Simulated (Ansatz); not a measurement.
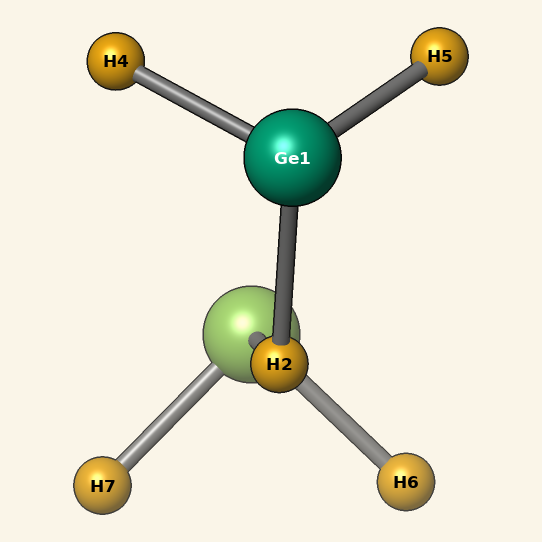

As3 lies behind H2. The molecule seen nearly along the H2–As3 bond, H2 in front. Depth is shown by fading: the farther an atom, the more it takes the colour of the background. The computed geometry is a stationary point of PBE0-D4/def2-TZVP, a saddle point of order 1.

Question: What is the torsion angle Ge1–H2–As3–H6? The sign is positive where the front bond must turn clockwise to cover the back bond.

Answer: 134°, anticlinal.
